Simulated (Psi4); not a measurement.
**CCl2F (dichlorofluoromethyl radical), run twice**

Aim: the energy of CCl2F (dichlorofluoromethyl radical) at ROMP2/cc-pVDZ-F12 (density fitting, density fitting for correlation).

The results are computed with Psi4 1.11.

### 1 The structure to begin with

The species is CCl2F (4 atoms), typed as a doublet with charge 0. As SMILES, `F[C](Cl)Cl`. The shape is that of a PBE0-D4/def2-TZVP optimisation.

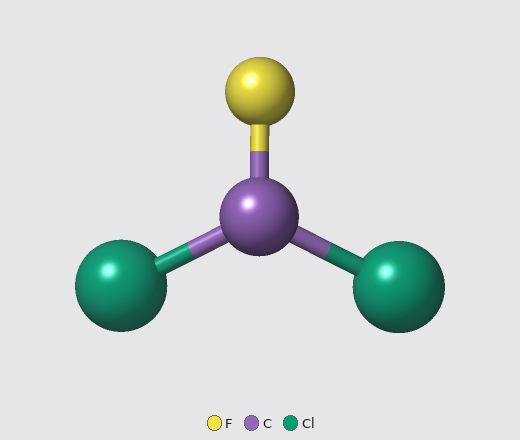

The structure, seen from a chosen angle (fluorine yellow, carbon purple, chlorine teal).

### 2 Try one

ccl2f.xyz

```xyz
4
CCl2F
F      1.205900    -0.078500     0.647400
C     -0.037200     0.107600     0.242900
Cl    -0.933800    -1.339900     0.108000
Cl    -0.179400     1.250500    -1.018500
```

ccl2f.py

```python
import psi4

psi4.set_memory('1600 MB')
psi4.set_num_threads(1)
psi4.core.set_output_file('run.log', False)

with open('ccl2f.xyz') as f:
    atoms = ''.join(f.readlines()[2:])
molecule = psi4.geometry('0 2\n' + atoms + 'symmetry c1\nno_reorient\nno_com')

psi4.set_options({
    'basis': 'cc-pVDZ-F12',
    'reference': 'rohf',
    'scf_type': 'df',
    'freeze_core': True,
    'mp2_type': 'df',
    'docc': [26],
})

e_tot, wfn = psi4.energy("mp2", return_wfn=True)
print(f'total energy {e_tot:.8f} hartree = {e_tot * 27.211386:.5f} eV')
```

The run is started by

```
python ccl2f.py
```

run.log:

```text
=> Loading Basis Set <=

    Name: CC-PVDZ-F12
    Role: ORBITAL
    Keyword: BASIS
```

Standard output:

```text
Traceback (most recent call last):
  File "ccl2f.py", line 20, in <module>
    e_tot, wfn = psi4.energy("mp2", return_wfn=True)
RuntimeError:
Fatal Error: Got 26 alpha electrons, expected 25.
DOCC and SOCC must specify the occupation of all electrons or none.
```

It took 1.2 s on 1 thread of Intel Xeon Platinum 8488C (Sapphire Rapids), shared host; peak memory 0.14 GiB.

### 3 Diagnosis

The input was rejected.

The telling line is `Fatal Error: Got 26 alpha electrons, expected 25.`. The fault: the orbital occupation or active space doesn't match the electron count or the lowest state. To mend it: docc at its default in place of (26).

### 4 Second attempt

ccl2f.xyz is that of step 2.

ccl2f.py

```python
import psi4

psi4.set_memory(1600000000)
psi4.set_num_threads(1)
psi4.core.set_output_file('run.log', False)

with open('ccl2f.xyz') as f:
    atoms = ''.join(f.readlines()[2:])
m = psi4.geometry('0 2\n' + atoms + 'symmetry c1\nno_reorient\nno_com')

psi4.set_options(dict(basis='cc-pVDZ-F12', reference='rohf', scf_type='df', freeze_core=True, mp2_type='df'))

e_tot, wfn = psi4.energy('mp2', return_wfn=True)
print('E =', round(e_tot, 9))
for k, v in sorted(psi4.core.scalar_variables().items()):
    print(f'{k:45s} {v:18.10f}')
```

The run is started by

```
python ccl2f.py
```

run.log (excerpt; [...] marks lines left out):

```text
[...]
  Running in c1 symmetry.
[...]
  Nuclear repulsion =  200.857217584245518
[...]
   @DF-ROHF iter   2: -1056.29627581928639   -3.93747e-02   1.40576e-03 DIIS
[...]
   @DF-ROHF iter  11: -1056.32477406941030   -7.77618e-10   4.14969e-08 DIIS
[...]
```

On the terminal:

```text
E = -1057.001547478
CURRENT CORRELATION ENERGY                         -0.6767734083
CURRENT ENERGY                                  -1057.0015474778
CURRENT REFERENCE ENERGY                        -1056.3247740695
CUSTOM SCS-MP2 CORRELATION ENERGY                  -0.6507840985
CUSTOM SCS-MP2 TOTAL ENERGY                     -1056.9755581680
DD SOLVATION ENERGY                                 0.0000000000
HF KINETIC ENERGY                                1056.2885922980
HF POTENTIAL ENERGY                             -2112.6133663676
HF TOTAL ENERGY                                 -1056.3247740695
HF VIRIAL RATIO                                     2.0000342537
MP2 CORRELATION ENERGY                             -0.6767734083
MP2 DOUBLES ENERGY                                 -0.6743984783
MP2 OPPOSITE-SPIN CORRELATION ENERGY               -0.4887803951
MP2 SAME-SPIN CORRELATION ENERGY                   -0.1856180832
MP2 SINGLES ENERGY                                 -0.0023749300
MP2 TOTAL ENERGY                                -1057.0015474778
NUCLEAR REPULSION ENERGY                          200.8572175842
ONE-ELECTRON ENERGY                             -1859.9567940072
PCM POLARIZATION ENERGY                             0.0000000000
PE ENERGY                                           0.0000000000
SCF ITERATION ENERGY                            -1056.3247740695
SCF ITERATIONS                                     13.0000000000
SCF TOTAL ENERGY                                -1056.3247740695
SCS-MP2 CORRELATION ENERGY                         -0.6507840985
SCS-MP2 TOTAL ENERGY                            -1056.9755581680
TWO-ELECTRON ENERGY                               602.7748023534
```

Run time: 4.2 s. Hardware: 1 thread of Intel Xeon Platinum 8488C (Sapphire Rapids), shared host; peak memory 0.34 GiB.

### 5 Summary of results

At ROMP2/cc-pVDZ-F12 (density fitting, density fitting for correlation):

| quantity | value |
| --- | --- |
| total energy | -1057.00155 Eh |
| correlation energy (12 core orbitals frozen) | -676.8 mEh |
